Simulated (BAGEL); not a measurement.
# SiH4O (silanol), step by step

Wanted: the energy (HF/def2-SVP), then the energy (NEVPT2(2,2)/def2-SVP), then a single-point energy (CASPT2(2,2)/def2-SVP) of SiH4O (silanol). 

The calculation is run with BAGEL 1.2.2.

2 further runs of the same task are left out: 2 set aside as unsound or not needed.

## 1. The system as given

SiH4O: 6 atoms, total charge 0, spin state singlet. As SMILES, `O[SiH3]`. The Si2–H6 distance was set to 2.010 Å, away from the relaxed value. At this shape a bond of the SMILES string is far longer than usual.

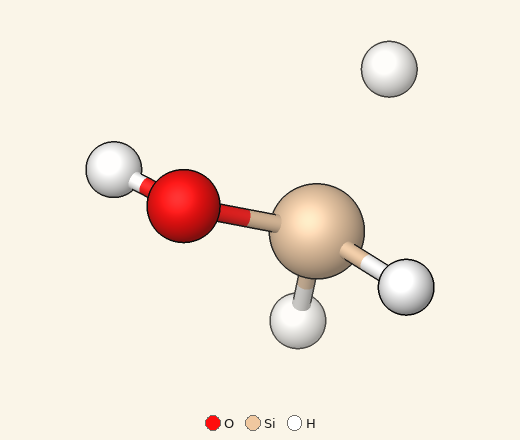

The structure, seen from a chosen angle (oxygen red, silicon light orange, hydrogen white).

## 2. A single-point energy at HF/def2-SVP (density fitting with svp-jkfit) (run 1)

File hf.json:

```json
{ "bagel" : [

{
  "title" : "molecule",
  "basis" : "svp",
  "df_basis" : "svp-jkfit",
  "angstrom" : true,
  "geometry" : [
    { "atom" : "O", "xyz" : [       0.835016,      -1.329875,       0.041443 ] },
    { "atom" : "Si", "xyz" : [       0.162616,       0.046925,      -0.564557 ] },
    { "atom" : "H", "xyz" : [       0.267416,      -1.928775,       0.527143 ] },
    { "atom" : "H", "xyz" : [      -0.929984,      -0.253875,      -1.530357 ] },
    { "atom" : "H", "xyz" : [       1.258816,       0.765325,      -1.253157 ] },
    { "atom" : "H", "xyz" : [      -0.602300,       1.202400,       0.891700 ] }
  ]
},

{
  "title" : "hf"
},

{
  "title" : "print",
  "file" : "orbitals.molden",
  "orbitals" : true
}

]}
```

Started as:

```sh
$ BAGEL_NUM_THREADS=1 BAGEL hf.json > hf.out
```

Standard output:

```text
* using 1 threads per process

  ===============================================================
  ===============================================================

  *** Geometry ***

  { "atom" : "O", "xyz" : [      1.577952,     -2.513100,      0.078316 ] },
  { "atom" : "Si", "xyz" : [      0.307300,      0.088675,     -1.066858 ] },
  { "atom" : "H", "xyz" : [      0.505343,     -3.644857,      0.996156 ] },
  { "atom" : "H", "xyz" : [     -1.757415,     -0.479754,     -2.891956 ] },
  { "atom" : "H", "xyz" : [      2.378817,      1.446255,     -2.368124 ] },
  { "atom" : "H", "xyz" : [     -1.138182,      2.272207,      1.685069 ] },

  Number of auxiliary basis functions:      277

  Since a DF basis is specified, we compute 2- and 3-index integrals:
    o Being stored without compression. Storage requirement is 0.006 GB

  Number of basis functions:       52
  Number of electrons      :       26

    * METHOD: MOLECULE                             0.12

  *** RHF ***

  === Nuclear Repulsion ===
    63.1429424086

      * DIIS with orbital gradients will be used.

  === RHF iteration (svp) ===
      0       -365.81247696          0.02621367           0.02
      1       -365.89613133          0.01759315           0.02
      2       -365.95028626          0.00153384           0.02
      3       -365.95102554          0.00020099           0.02
      4       -365.95103818          0.00004217           0.02
      5       -365.95103885          0.00000957           0.02
      6       -365.95103889          0.00000245           0.02
      7       -365.95103889          0.00000051           0.02
      8       -365.95103889          0.00000010           0.02
      9       -365.95103889          0.00000003           0.02
     10       -365.95103889          0.00000001           0.02
     11       -365.95103889          0.00000000           0.02
    * SCF iteration converged.

    * Permanent dipole moment:
           (    0.364236,     0.410896,     0.112290) a.u.

    * METHOD: HF                                   0.38

    * METHOD: PRINT                                0.01

  ===============================================================
```

It took 0.77 s on 1 thread of Intel Xeon Platinum 8259CL at 2.50GHz (Skylake/Cascade Lake), shared host; peak memory 0.15 GiB.

## 3. The energy at NEVPT2(2,2)/def2-SVP (density fitting with svp-jkfit) (run 2)

File input.json:

```json
{ "bagel": [

{
  "title": "molecule",
  "basis": "svp",
  "df_basis": "svp-jkfit",
  "angstrom": "true",
  "geometry": [
    { "atom": "O", "xyz": [       0.835016,      -1.329875,       0.041443 ] },
    { "atom": "Si", "xyz": [       0.162616,       0.046925,      -0.564557 ] },
    { "atom": "H", "xyz": [       0.267416,      -1.928775,       0.527143 ] },
    { "atom": "H", "xyz": [      -0.929984,      -0.253875,      -1.530357 ] },
    { "atom": "H", "xyz": [       1.258816,       0.765325,      -1.253157 ] },
    { "atom": "H", "xyz": [      -0.602300,       1.202400,       0.891700 ] }
  ]
},

{
  "title": "hf"
},

{
  "title": "nevpt2",
  "nstate": 1,
  "nact": 2,
  "nclosed": 12,
  "active": [13, 14],
  "maxiter": 200,
  "natocc": "true",
  "ncore": 6
},

{
  "title": "print",
  "file": "orbitals.molden",
  "orbitals": "true"
}

]}
```

Started as:

```sh
$ BAGEL_NUM_THREADS=1 BAGEL input.json > input.out
```

Standard output:

```text
* using 1 threads per process

  ===============================================================
  ===============================================================

  *** Geometry ***

  { "atom" : "O", "xyz" : [      1.577952,     -2.513100,      0.078316 ] },
  { "atom" : "Si", "xyz" : [      0.307300,      0.088675,     -1.066858 ] },
  { "atom" : "H", "xyz" : [      0.505343,     -3.644857,      0.996156 ] },
  { "atom" : "H", "xyz" : [     -1.757415,     -0.479754,     -2.891956 ] },
  { "atom" : "H", "xyz" : [      2.378817,      1.446255,     -2.368124 ] },
  { "atom" : "H", "xyz" : [     -1.138182,      2.272207,      1.685069 ] },

  Number of auxiliary basis functions:      277

[... 21 lines left out ...]
    * SCF iteration converged.
[... 1 line left out ...]
    * Permanent dipole moment:
[... 28 lines left out ...]
    * Second-order optimization converged. *

     guess   0:   closed 1.                   open ..

  === FCI iteration ===

      0  0      -365.95017034     6.98e-02      0.00
      1  0      -365.97543145     1.19e-03      0.00
      2  0 *    -365.97544229     1.23e-16      0.00

     * ci vector, state   0, <S^2> = 0.0000
       2.     0.9839902331
       .2    -0.1782223924

  === DF-NEVPT2 calculation ===

    * 3-index integral transformation done
    * assembly done

      NEVPT2 correlation energy:   -0.2769375154      0.05

          (+0)     -0.2478800547
          (+0)'    -0.0034273709
          (+1)     -0.0083078319
          (+1)'    -0.0000000000
          (+2)     -0.0002417193
          (-1)     -0.0111653817
          (-1)'     0.0000000000
          (-2)     -0.0059151569

      NEVPT2 total energy:       -366.2523798046

    * METHOD: NEVPT2                               1.33

    * METHOD: PRINT                                0.01

  ===============================================================
```

It took 2.1 s on 1 thread of Intel Xeon Platinum 8259CL at 2.50GHz (Skylake/Cascade Lake), shared host; peak memory 0.15 GiB.

## 4. The energy at CASPT2(2,2)/def2-SVP (density fitting with svp-jkfit) (run 3)

File input.json:

```json
{ "bagel": [

{
  "title": "molecule",
  "basis": "svp",
  "df_basis": "svp-jkfit",
  "angstrom": true,
  "geometry": [
    { "atom": "O", "xyz": [    0.835016,   -1.329875,    0.041443 ] },
    { "atom": "Si", "xyz": [    0.162616,    0.046925,   -0.564557 ] },
    { "atom": "H", "xyz": [    0.267416,   -1.928775,    0.527143 ] },
    { "atom": "H", "xyz": [   -0.929984,   -0.253875,   -1.530357 ] },
    { "atom": "H", "xyz": [    1.258816,    0.765325,   -1.253157 ] },
    { "atom": "H", "xyz": [   -0.602300,    1.202400,    0.891700 ] }
  ]
},
{ "title": "hf" },
{ "title": "casscf", "nstate": 1, "nact": 2, "nclosed": 12, "active": [13, 14], "maxiter": 200, "natocc": true },
{ "title": "print", "file": "orbitals.molden", "orbitals": true },
{ "title": "smith", "method": "caspt2", "ms": true, "xms": true, "sssr": true, "shift": 0.2, "shift_imag": true, "ncore": 6 }

]}
```

Started as:

```sh
$ BAGEL_NUM_THREADS=1 BAGEL input.json > input.out
```

Standard output:

```text
* using 1 threads per process

  ===============================================================
  ===============================================================

  *** Geometry ***

  { "atom" : "O", "xyz" : [      1.577952,     -2.513100,      0.078316 ] },
  { "atom" : "Si", "xyz" : [      0.307300,      0.088675,     -1.066858 ] },
  { "atom" : "H", "xyz" : [      0.505343,     -3.644857,      0.996156 ] },
  { "atom" : "H", "xyz" : [     -1.757415,     -0.479754,     -2.891956 ] },
  { "atom" : "H", "xyz" : [      2.378817,      1.446255,     -2.368124 ] },
  { "atom" : "H", "xyz" : [     -1.138182,      2.272207,      1.685069 ] },

  Number of auxiliary basis functions:      277

[... 21 lines left out ...]
    * SCF iteration converged.
[... 1 line left out ...]
    * Permanent dipole moment:
[... 27 lines left out ...]
    * Second-order optimization converged. *
[... 9 lines left out ...]
     * ci vector, state   0, <S^2> = 0.0000
[... 16 lines left out ...]
    * Zeroth order energy : state  0       -0.7768053265
[... 4 lines left out ...]
       #      aibj      arbs      arbi      airj      risj      airs      arst      rist         Etot      error   time
[... 2 lines left out ...]
       0  -0.24772  -0.00712  -0.01144  -0.00908  -0.00037  -0.00304  -0.00000  -0.00000   -0.2787597  0.0012347   0.04
       1  -0.24782  -0.00715  -0.01146  -0.00920  -0.00039  -0.00309   0.00000  -0.00000   -0.2791065  0.0001970   0.03
       2  -0.24782  -0.00715  -0.01146  -0.00920  -0.00039  -0.00309  -0.00000  -0.00000   -0.2791144  0.0000407   0.02
       3  -0.24782  -0.00715  -0.01146  -0.00920  -0.00039  -0.00309  -0.00000  -0.00000   -0.2791147  0.0000079   0.03
       4  -0.24782  -0.00715  -0.01146  -0.00920  -0.00039  -0.00309   0.00000  -0.00000   -0.2791147  0.0000012   0.04
       5  -0.24782  -0.00715  -0.01146  -0.00920  -0.00039  -0.00309  -0.00000  -0.00000   -0.2791147  0.0000002   0.03

      ------------------------------------------------------------------------------------------------------------------

    * CASPT2 energy : state  0     -366.2557813592
        w/o shift correction       -366.2545569886
        reference weight              0.9219715506

    * METHOD: SMITH                                0.27

  ===============================================================
```

Wall time 2.4 s (1 thread of Intel Xeon Platinum 8259CL at 2.50GHz (Skylake/Cascade Lake), shared host); peak memory 0.15 GiB.

## 5. Outcome

| quantity | value |
| --- | --- |
| run 1, HF/def2-SVP: total energy | -365.95104 Eh |
| run 1, HF/def2-SVP: dipole moment | 1.42 D |
| run 1, HF/def2-SVP: HOMO energy | -10.90 eV |
| run 1, HF/def2-SVP: LUMO energy | 3.50 eV |
| run 1, HF/def2-SVP: HOMO–LUMO gap | 14.40 eV |
| run 2, NEVPT2(2,2)/def2-SVP: total energy | -366.25238 Eh |
| run 3, CASPT2(2,2)/def2-SVP: total energy | -366.25578 Eh |
